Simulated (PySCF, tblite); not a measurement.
**C4H7BFO2 radical: geometry, infrared bands and EPR parameters**

Aim: predict the infrared bands and EPR parameters of C4H7BFO2 radical (`CC[C@@H]1O[B]O[C@@H]1F`).

The runs use tblite 0.8.0 and PySCF 2.14.0, with density-fitted response routines of our own; the level of theory stands in each step. All values are computed, except where a source is named. Atoms count from 0, in the outputs and in this text.

**1. Starting geometry**

15 atoms, charge 0, multiplicity 2; geometry from: force field or distance geometry start.

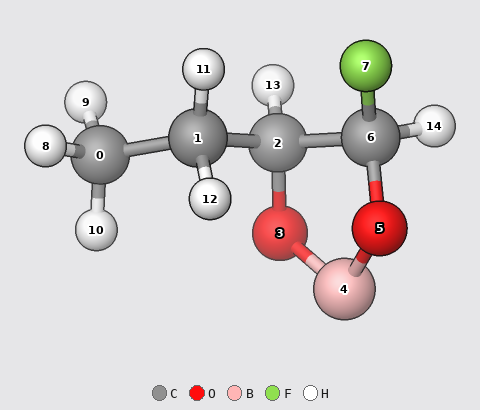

The starting geometry (carbon grey, oxygen red, boron pink, fluorine green, hydrogen white), atoms numbered; sticks join atoms by distance.

**2. Geometry optimisation with GFN2-xTB**

What the job is given:

```
{"job": {"kind": "relax", "xc": "GFN2-xTB", "basis": "xTB"}, "charge": 0, "multiplicity": 2}
C      2.000300     0.242000     0.094800
C      0.642300    -0.386100     0.326800
C     -0.392200     0.083100    -0.643900
O     -0.553100     1.464900    -0.544500
B     -1.613100     1.611000     0.487000
O     -2.060600     0.299500     0.934000
C     -1.718600    -0.483200    -0.176900
F     -1.587200    -1.830800     0.187400
H      2.710700    -0.209100     0.827900
H      2.358800     0.018600    -0.908000
H      1.934000     1.315500     0.322000
H      0.655600    -1.501400     0.338000
H      0.303000    -0.042000     1.357700
H     -0.158200    -0.208500    -1.691300
H     -2.526200    -0.365600    -0.933000
```

Command:

```console
$ OMP_NUM_THREADS=1 python probes_run.py task.json out
```

The driver reads the jobs from task.json and runs them one after another.

Output:

```text
step      E/eV     max force
  0    -713.03093    3.637
  1    -713.45408    1.834
  2    -713.55790    1.138
  3    -713.58906    0.609
  4    -713.64444    0.405
  5    -713.67005    0.537
  6    -713.70039    0.501
  7    -713.72338    0.467
  8    -713.74191    0.433
  9    -713.75935    0.456
 10    -713.77958    0.468
 11    -713.79909    0.326
 12    -713.81643    0.354
 13    -713.83304    0.319
 14    -713.85461    0.418
 15    -713.88054    0.416
 16    -713.90082    0.394
 17    -713.91399    0.408
 18    -713.92120    0.466
 19    -713.93256    0.335
 20    -713.94465    0.285
 21    -713.95563    0.219
 22    -713.96073    0.223
 23    -713.96558    0.169
 24    -713.96958    0.145
 25    -713.97284    0.102
 26    -713.97481    0.107
 27    -713.97642    0.105
 28    -713.97798    0.139
 29    -713.97968    0.102
 30    -713.98094    0.087
 31    -713.98175    0.086
 32    -713.98268    0.071
 33    -713.98379    0.084
 34    -713.98494    0.073
 35    -713.98593    0.076
 36    -713.98674    0.087
 37    -713.98757    0.077
 38    -713.98842    0.077
 39    -713.98934    0.067
 40    -713.98994    0.063
 41    -713.99050    0.062
 42    -713.99105    0.052
 43    -713.99158    0.045
 44    -713.99200    0.049
 45    -713.99233    0.051
 46    -713.99260    0.048
 47    -713.99289    0.040
 48    -713.99319    0.033
 49    -713.99342    0.036
 50    -713.99361    0.037
 51    -713.99380    0.039
 52    -713.99403    0.039
 53    -713.99430    0.043
 54    -713.99458    0.047
 55    -713.99479    0.036
 56    -713.99493    0.026
 57    -713.99505    0.036
 58    -713.99520    0.040
 59    -713.99539    0.035
 60    -713.99560    0.034
 61    -713.99577    0.030
 62    -713.99589    0.029
 63    -713.99600    0.027
 64    -713.99609    0.022
 65    -713.99616    0.019
 66    -713.99620    0.014
 67    -713.99623    0.014
 68    -713.99625    0.010
```

Wall time 0.37 s (1 thread of Arm Neoverse V1, shared host).

Along the way: (not every step is listed)

```tsv
step	energy from step 0 (eV)	largest force (eV/Å)
0	0.0000	3.6370
1	-0.4231	1.8342
2	-0.5270	1.1382
3	-0.5581	0.6095
4	-0.6135	0.4051
5	-0.6391	0.5371
6	-0.6695	0.5011
7	-0.6925	0.4675
8	-0.7110	0.4330
13	-0.8021	0.3187
18	-0.8903	0.4662
23	-0.9347	0.1686
28	-0.9470	0.1386
33	-0.9529	0.0837
38	-0.9575	0.0766
43	-0.9606	0.0447
48	-0.9623	0.0334
53	-0.9634	0.0434
58	-0.9643	0.0404
63	-0.9651	0.0273
64	-0.9652	0.0222
65	-0.9652	0.0190
66	-0.9653	0.0142
67	-0.9653	0.0140
68	-0.9653	0.0100
```

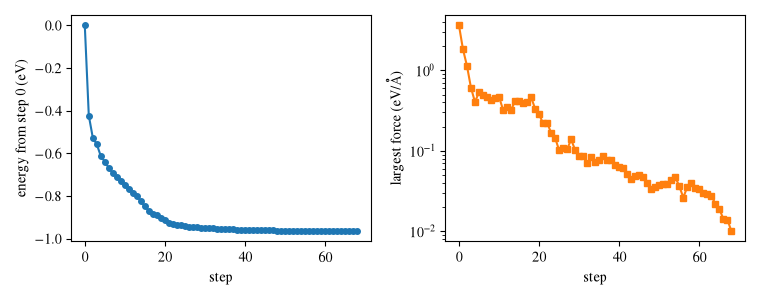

Energy and largest force along the relaxation.

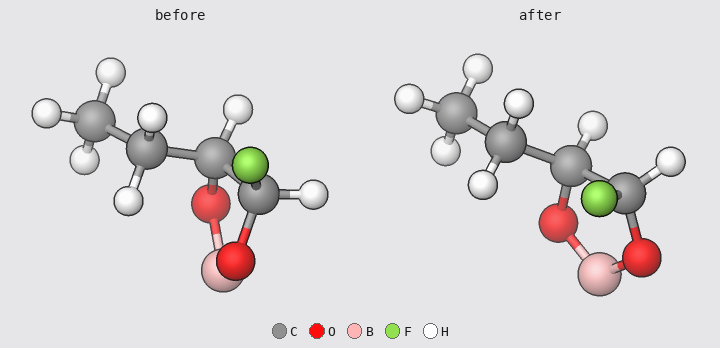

Before and after, at one scale.

Distances of close pairs at the start and the end, largest changes first:

```tsv
bond	before (Å)	after (Å)	change (Å)
O3–B4	1.486	1.343	-0.143
B4–O5	1.456	1.371	-0.085
C1–H12	1.139	1.091	-0.047
C2–O3	1.395	1.434	+0.039
C2–C6	1.516	1.551	+0.035
C1–C2	1.494	1.524	+0.030
C0–H8	1.116	1.087	-0.029
C6–F7	1.402	1.373	-0.029
```

The final coordinates are the input of the step that follows.

**3. Infrared spectrum with GFN2-xTB**

What the job is given:

```
{"job": {"kind": "ir", "xc": "GFN2-xTB", "basis": "xTB"}, "charge": 0, "multiplicity": 2}
C      2.080440     0.165701     0.040558
C      0.740284    -0.488554     0.350542
C     -0.391017     0.178097    -0.423380
O     -0.588511     1.527184     0.020870
B     -1.872997     1.692361     0.376646
O     -2.622701     0.558333     0.199516
C     -1.781948    -0.471402    -0.201277
F     -1.737256    -1.416716     0.793389
H      2.866171    -0.287190     0.639272
H      2.332219     0.043993    -1.010730
H      2.036131     1.227938     0.265598
H      0.760394    -1.547363     0.084370
H      0.523519    -0.410626     1.417299
H     -0.157252     0.219502    -1.493699
H     -2.191891    -0.983269    -1.080886
```

Output:

```text
mode    cm-1     km/mol
  1      76.2      1.14
  2      97.6      0.55
  3     174.5      1.30
  4     215.0      0.81
  5     296.1      1.53
  6     329.3      5.33
  7     451.0      3.16
  8     479.0      3.78
  9     517.6     24.63
 10     730.0      8.69
 11     780.4      5.26
 12     810.9     14.44
 13     852.4     28.81
 14     927.3     63.28
 15     980.9     22.61
 16     997.6    129.26
 17    1042.5    143.35
 18    1074.9     52.76
 19    1087.1     26.76
 20    1111.2     19.94
 21    1133.5     26.86
 22    1157.4     99.03
 23    1220.8     35.43
 24    1241.6      9.76
 25    1246.4     42.20
 26    1283.9     37.46
 27    1293.6      4.91
 28    1344.9      0.19
 29    1410.1      2.57
 30    1467.9      2.45
 31    1494.3      4.19
 32    1499.2      4.16
 33    2909.8     10.81
 34    2918.7     61.12
 35    2981.3     23.32
 36    2998.8     12.29
 37    3035.7     42.49
 38    3047.9     29.99
 39    3054.0     17.86
```

Run time: 0.39 s. Hardware: 1 thread of Arm Neoverse V1, shared host.

The strongest bands and the atoms that carry them (share of the mass-weighted mode):

```tsv
cm⁻¹	km/mol	atoms
927	63.3	C2 30 %, O3 21 %, C6 11 %
998	129.3	C6 59 %, O5 27 %
1042	143.3	B4 28 %, H14 22 %, C6 18 %, O5 17 %
1075	52.8	B4 19 %, C1 16 %, C6 16 %, C0 14 %
1157	99.0	B4 32 %, O3 15 %, H13 13 %, C2 13 %
1246	42.2	H13 51 %, C2 12 %
2919	61.1	H14 71 %, H13 22 %
3036	42.5	H9 90 %
```

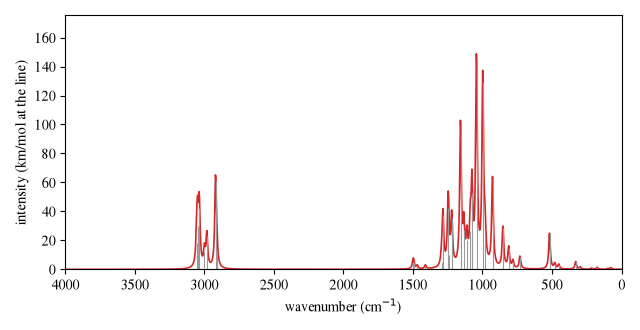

The infrared spectrum from these modes, unscaled. Lines are broadened to a width of 14 cm⁻¹ (Lorentzian).

**4. EPR parameters: B3LYP/pcH-1**

Same as in step 3 but for these lines:

```diff
@@ -1,2 +1,2 @@
-{"job": {"kind": "ir", "xc": "GFN2-xTB", "basis": "xTB"}, "charge": 0, "multiplicity": 2}
+{"job": {"kind": "epr", "basis": "pcH-1"}, "charge": 0, "multiplicity": 2}
 C      2.080440     0.165701     0.040558
```

Level: UKS B3LYP, pcH-1 on B C F H O, non-relativistic, mean-field spin-orbit, GIAO.

Output:

```text
UKS, coarse grid
  cycle   1  E = -431.63682483  |g| = 7.35e-01
  cycle   2  E = -431.36690838  |g| = 1.16e+00
  cycle   3  E = -431.82142099  |g| = 7.50e-02
  cycle   4  E = -431.82248858  |g| = 5.74e-02
  cycle   5  E = -431.82364017  |g| = 1.29e-02
  cycle   6  E = -431.82369264  |g| = 4.67e-03
  cycle   7  E = -431.82370211  |g| = 8.00e-04
UKS, final grid
  cycle   1  E = -431.82365440  |g| = 1.02e-03
  cycle   2  E = -431.82365392  |g| = 1.58e-03
  cycle   3  E = -431.82365480  |g| = 1.50e-04
  cycle   4  E = -431.82365481  |g| = 4.87e-05
  cycle   5  E = -431.82365481  |g| = 2.93e-05
E = -431.82365481 Eh   <S^2> = 0.7517 (exact 0.7500)
g shifts (ppm)      1          2          3
  rmc          -125       -125       -125
  gc             25         22         -7
  oz_so       -1248       -329         73
  total       -1348       -432        -58
hyperfine (MHz)  atom isotope    a_iso     a_fc   dipolar eigenvalues
    0   13C       0.06       0.06     -0.21     -0.19      0.40
    1   13C      -1.31      -1.31     -0.42     -0.35      0.77
    2   13C      22.65      22.65     -4.28     -3.67      7.96
    3   17O    -123.73    -123.73     -8.69      1.06      7.63
    4   11B     796.21     796.21    -36.65    -31.45     68.11
    5   17O    -121.06    -121.06     -8.90      2.29      6.61
    6   13C      23.38      23.38     -3.74     -2.99      6.73
    7   19F       3.65       3.65    -10.27     -7.50     17.76
    8    1H      -0.19      -0.19     -0.50     -0.45      0.95
    9    1H      -0.01      -0.01     -0.65     -0.57      1.21
   10    1H       0.00       0.00     -1.05     -0.91      1.97
   11    1H       5.65       5.65     -0.90     -0.72      1.62
   12    1H       1.95       1.95     -1.49     -1.19      2.69
   13    1H      -3.65      -3.65     -2.89     -1.29      4.18
   14    1H      -1.38      -1.38     -2.58     -1.34      3.92
```

It took 72 s on 1 thread of Arm Neoverse V1, shared host; peak memory 1.1 GiB.

Principal g values 2.00097, 2.00189, 2.00226; g(iso) = 2.00171, against 2.00232 for a free electron.

Mean a(iso) over the nuclei that a row names, and the largest dipolar term of the row (other rows stand at the frozen geometry):

```tsv
nuclei	isotope	a(iso) (MHz)	a(iso) (G, at g = 2.0023)	largest dipolar term (MHz)
B4	11B	796.2	284.1	68.1
O3	17O	-123.7	-44.1	-8.7
O5	17O	-121.1	-43.2	-8.9
C6	13C	23.4	8.3	6.7
C2	13C	22.7	8.1	8.0
H11	1H	5.6	2.0	1.6
F7	19F	3.7	1.3	17.8
H13	1H	-3.6	-1.3	4.2
H12	1H	2.0	0.7	2.7
H14	1H	-1.4	-0.5	3.9
C1	13C	-1.3	-0.5	0.8
H8, H9, H10	1H	-0.1	0.0	2.0
C0	13C	0.1	0.0	0.4
```

Mulliken spin populations:

C0 0.00; C1 0.00; C2 0.04; O3 -0.02; B4 0.96; O5 -0.01; C6 0.03; F7 0.00; H8 0.00; H9 0.00; H10 0.00; H11 0.00; H12 0.00; H13 0.00; H14 0.00

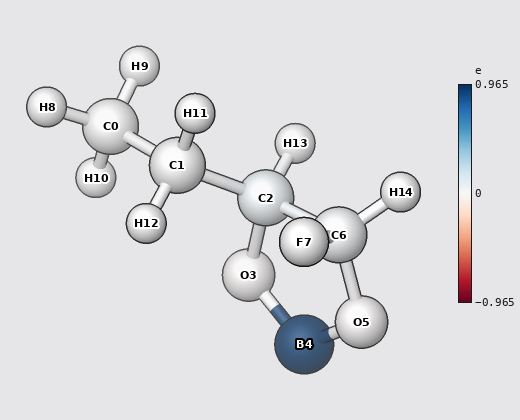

Mulliken spin populations, as colours on the atoms.

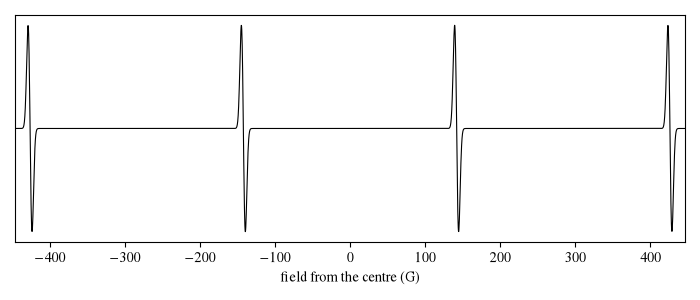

First-order isotropic spectrum (first derivative, main isotopes with spin only, couplings over 0.8 MHz, Gaussian width 2.1 G; couplings of the frozen geometry, rotation of groups not averaged beyond the rows shown).

The fields below are evaluated on a grid from the run's orbitals.

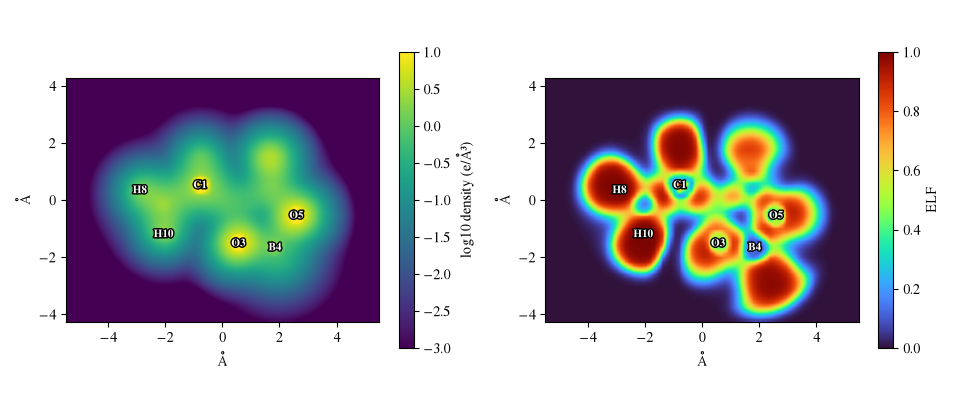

Density (left) and ELF (right) in a plane through or near 6 of the atoms.

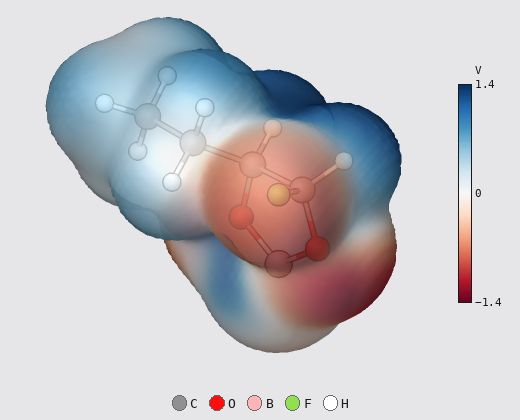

Electrostatic potential on the surface of density 0.002 e/bohr³; red is low, blue high. It runs from -1.13 V near O5 to 1.40 V near H14.

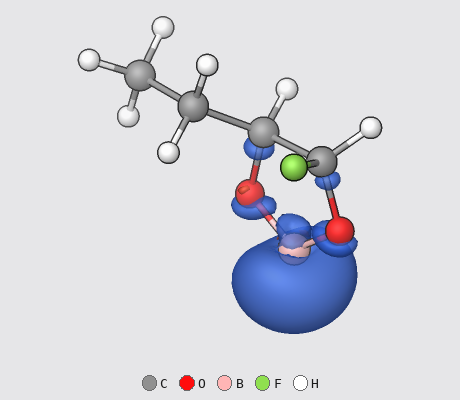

Spin density at ±0.04 e/Å³ (alpha excess blue, beta excess red).

**5. Results**

```
                                 quantity                  value
strongest single infrared mode (GFN2-xTB)  1042 cm⁻¹, 143 km/mol
             zero-point energy (GFN2-xTB)          71.2 kcal/mol
                           g(iso) (B3LYP)                2.00171
                                     ⟨S²⟩     0.752 (exact 0.75)
       largest a(iso) (averaged by class)   11B on B4, 796.2 MHz
    surface potential, least and greatest     -1.13 V and 1.40 V
```

**Reading.** The optimisation took 68 steps and gained 0.965 eV; among the close pairs (by a distance rule), O3–B4 changed most, from 1.486 to 1.343 Å. No mode is imaginary among the 39: a minimum at this level. The strongest single mode, at 1042 cm⁻¹, is spread over several atoms, B4, H14, C6, O5 among them. Unscaled tight-binding wavenumbers are off by several per cent, some by more. Its intensities can rank the bands wrongly. B4 carries the largest spin population, 0.96 e. The isotropic g lies 0.6 ppt below the free-electron value.
